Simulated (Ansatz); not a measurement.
A series of calculations on C₂H₅S

## 1. Relaxation

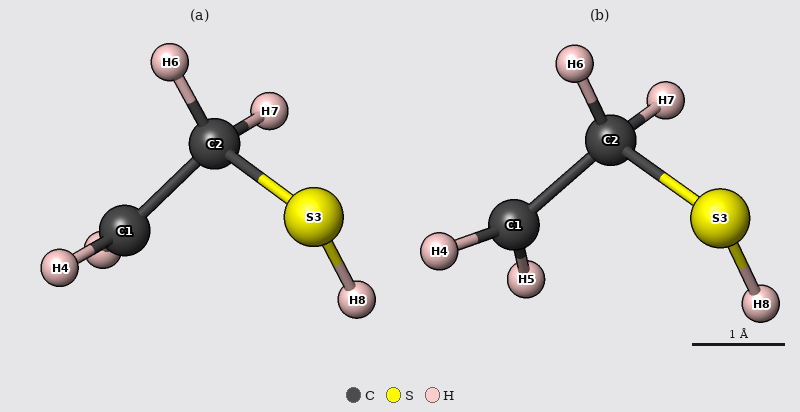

The structure of C$_{2}$H$_{5}$S (multiplicity 2) (coarse preliminary run) before (left) and after (right) a relaxation, at one scale.

Style: ball-and-stick. Shown at a tilt.

All numbers below come from UKS PBE-D4/def2-SVP (Ansatz). (force threshold 0.03 eV/Å; at most 250 steps)

Summarise the run.

The optimiser took 7 steps. H5 moves most after the best rigid fit: 0.42 Å. Largest moves by element: H 0.42 Å, C 0.13 Å, S 0.08 Å. Some distances before and after: C2–S3 1.801 → 1.889 Å, S3–H8 1.292 → 1.363 Å, C1–C2 1.430 → 1.470 Å, C1–H5 1.095 → 1.101 Å. Among the angles between lasting bonds that change: S3–C2–H6 110.0° → 102.0°, C2–C1–H5 125.0° → 120.5°, C1–C2–H7 109.8° → 113.8°. The run took roughly 29 core-seconds on a shared host.

## 2. Relaxation

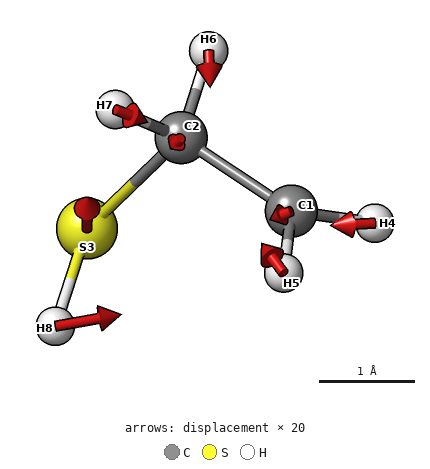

A relaxation of C$_{2}$H$_{5}$S (multiplicity 2). The starting structure is drawn; red arrows show the displacements, 20 times their true length. The two geometries are superimposed by the best rigid fit.

Style: ball-and-stick. Shown from a free direction.

The calculation used UKS PBE0-D4/def2-TZVP in Ansatz 0.2.0. Settings: force threshold 0.005 eV/Å; at most 200 steps.

What did the optimiser do to the structure, and how much energy did it gain?

Answer. H8 moves most after the best rigid fit: 0.036 Å. Largest moves by element: H 0.036 Å, S 0.034 Å, C 0.014 Å. Some distances before and after: C2–S3 1.889 → 1.849 Å, S3–H8 1.363 → 1.342 Å, C1–H4 1.101 → 1.082 Å, C2–H6 1.109 → 1.092 Å. The energy falls by 0.93 kcal/mol in 5 geometry steps. Largest force component: 0.69 eV/Å at the start, 0.0027 eV/Å at the end.

## 3. Scan

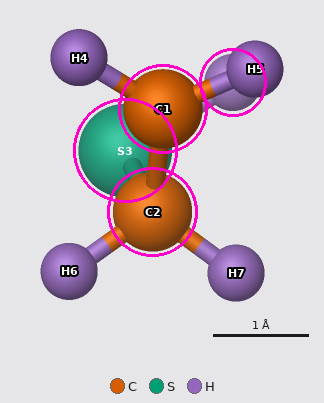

C2H5S (multiplicity 2): the S3–H8 distance and the C1–C2–S3–H8 dihedral angle are varied on a grid, with the rest of the molecule carried along rigidly. The picture shows the minimum geometry. The ringed atoms are those of the scanned coordinate. Style: ball-and-stick. Shown almost along the central bond, with a slight tilt.

Computed with Ansatz: CCSD(T), basis def2-TZVPP, on geometries moved rigidly from the minimum at PBE0-D4/def2-TZVP. Coupled cluster with a frozen core. Energies are counted from the PBE0-D4/def2-TZVP minimum geometry at the same level.

```xyz
8

C    -0.5111    0.3391   -0.8695
C     0.6211    0.1479    0.0399
S     0.0629   -0.3088    1.7422
H    -1.1240    1.2280   -0.7944
H    -0.8811   -0.4863   -1.4648
H     1.1784    1.0724    0.2080
H     1.3201   -0.6139   -0.3044
H    -0.5741   -1.4356    1.3873
```

**What energies does the calculation give on a grid with rows 1.181, 1.296, 1.465, 1.661, 1.879 and columns −177.6, −105.6, −33.6, 38.4, 110.4 (S3–H8 distance (Å); C1–C2–S3–H8 dihedral angle (°))?**

Rows: S3–H8 distance (Å); columns: C1–C2–S3–H8 dihedral angle (°); values in eV.

|  | −177.6 | −105.6 | −33.6 | 38.4 | 110.4 |
| --- | --- | --- | --- | --- | --- |
| 1.181 | 0.522 | 0.512 | 0.496 | 0.456 | 0.520 |
| 1.296 | 0.107 | 0.106 | 0.087 | 0.044 | 0.112 |
| 1.465 | 0.246 | 0.259 | 0.236 | 0.190 | 0.263 |
| 1.661 | 0.876 | 0.902 | 0.878 | 0.827 | 0.904 |
| 1.879 | 1.713 | 1.752 | 1.730 | 1.676 | 1.753 |

In pairs of (S3–H8 distance (Å); C1–C2–S3–H8 dihedral angle (°)): the lowest computed point lies at (1.296, 38.4) (0.044 eV), the highest at (1.879, 110.4) (1.753 eV).  Over the ranges scanned the energy rises more along the first axis, the S3–H8 distance. ⟨S²⟩ varies from 0.77 to 1.07, a sign that the unrestricted solution changes its character. The T1 diagnostic reaches 0.048, so the single-reference result is less sure there.

## 4. Energy map

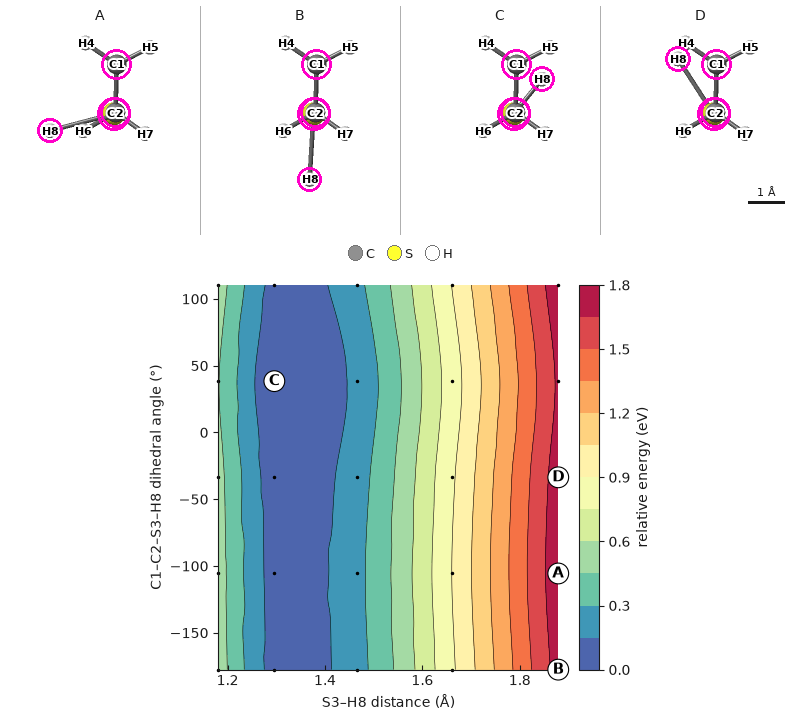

A scan of C2H5S (multiplicity 2): the S–H bond length and one C–C–S–H dihedral angle are varied on a grid, with the rest of the molecule carried along rigidly. The map is interpolated between the computed points (dots). The lettered frames are marked on it. The picture is a ball-and-stick view, seen almost along the central bond, with a slight tilt. The ringed atoms are those of the scanned coordinates.

Single-point energies from Ansatz with CCSD(T) in the def2-TZVPP basis, on geometries moved rigidly from the minimum at PBE0-D4/def2-TZVP. Coupled cluster with a frozen core. Energies are counted from the PBE0-D4/def2-TZVP minimum geometry at the same level.

### Where is the lowest point of the map, and what else does it tell?

In pairs of (S3–H8 distance (Å); C1–C2–S3–H8 dihedral angle (°)): the lowest computed point lies at (1.296, 38.4) (0.044 eV), the highest at (1.879, 110.4) (1.753 eV).  Over the ranges scanned the energy rises more along the first axis, the S–H bond length. ⟨S²⟩ varies from 0.77 to 1.07, a sign that the unrestricted solution changes its character. The T1 diagnostic reaches 0.048, so the single-reference result is less sure there. The frames lie at A (1.879, −105.6): 1.752 eV, B (1.879, −177.6): 1.713 eV, C (1.296, 38.4): 0.044 eV, D (1.879, −33.6): 1.730 eV.
